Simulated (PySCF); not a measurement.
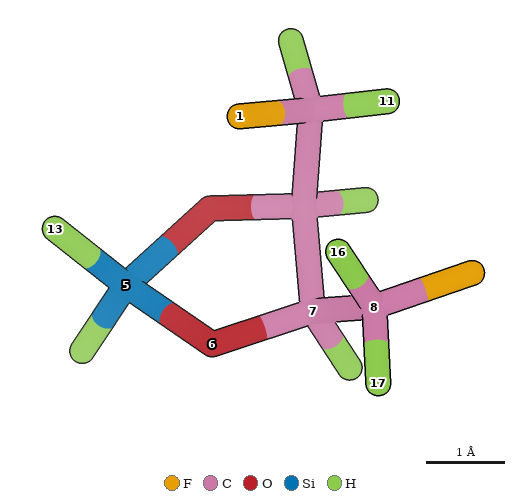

Starting structure of C₄H₈F₂O₂Si. The picture is a stick view, seen from a free direction.

The start comes from GFN2-xTB. Its atoms were then displaced at random by about 0.01 Å.

Theory: PBE0-D3(BJ)/def2-SVP geometry optimisation, gas phase (PySCF).

```xyz
17

F    -0.0335    1.2166    1.5997
C    -0.3995    1.6416    0.3267
C    -0.6926    0.4420   -0.5817
O    -1.7753   -0.2247   -0.1213
Si   -1.4104   -1.5476    0.7744
O     0.1650   -1.5926    0.3176
C     0.4788   -0.6120   -0.6175
C     1.8818   -0.0617   -0.3391
F     2.1898    0.9060   -1.2339
H    -1.3090    2.2391    0.4346
H     0.4165    2.2548   -0.0486
H    -0.8668    0.8324   -1.5721
H    -1.4766   -1.2854    2.2038
H    -2.1840   -2.6494    0.2501
H     0.4634   -1.0755   -1.6188
H     1.9338    0.3894    0.6694
H     2.6020   -0.8610   -0.4330
```

> What does the optimiser find from here?

The largest move after the best rigid fit is that of H13, 0.16 Å. By element the largest moves are H 0.16 Å, F 0.10 Å, O 0.10 Å, C 0.06 Å, Si 0.01 Å. Among the contacts that change: C3–O4 1.352 → 1.416 Å, Si5–H14 1.445 → 1.487 Å, O4–Si5 1.639 → 1.678 Å, Si5–H13 1.455 → 1.484 Å. Bond angles that change, for instance: H13–Si5–H14 118.0° → 110.7°, C3–O4–Si5 113.9° → 110.0°, O4–Si5–H13 112.4° → 115.1°. The energy falls by 0.270 eV in 4 geometry steps.

The structure at the end:

```xyz
17

F    -0.1200    1.1903    1.6299
C    -0.3831    1.6401    0.3535
C    -0.6462    0.4701   -0.5674
O    -1.8202   -0.2077   -0.1594
Si   -1.4174   -1.5371    0.7817
O     0.2145   -1.5576    0.3929
C     0.4835   -0.5968   -0.6059
C     1.8772   -0.0495   -0.3806
F     2.1426    0.9139   -1.3273
H    -1.2793    2.2797    0.3885
H     0.4772    2.2292   -0.0027
H    -0.7996    0.8785   -1.5801
H    -1.6167   -1.3595    2.2417
H    -2.1504   -2.7350    0.2922
H     0.4545   -1.0800   -1.6016
H     1.9492    0.3924    0.6254
H     2.6178   -0.8591   -0.4708
```

The end point in the same view:

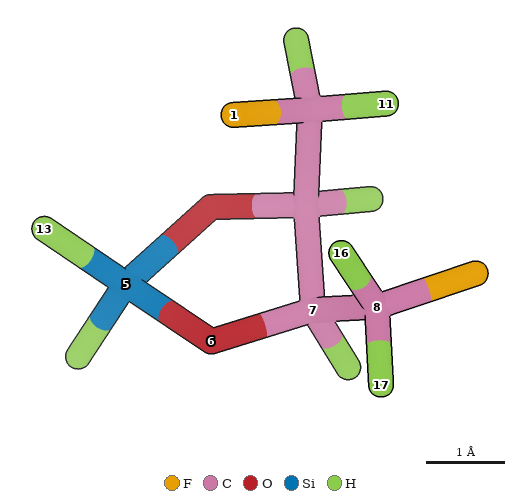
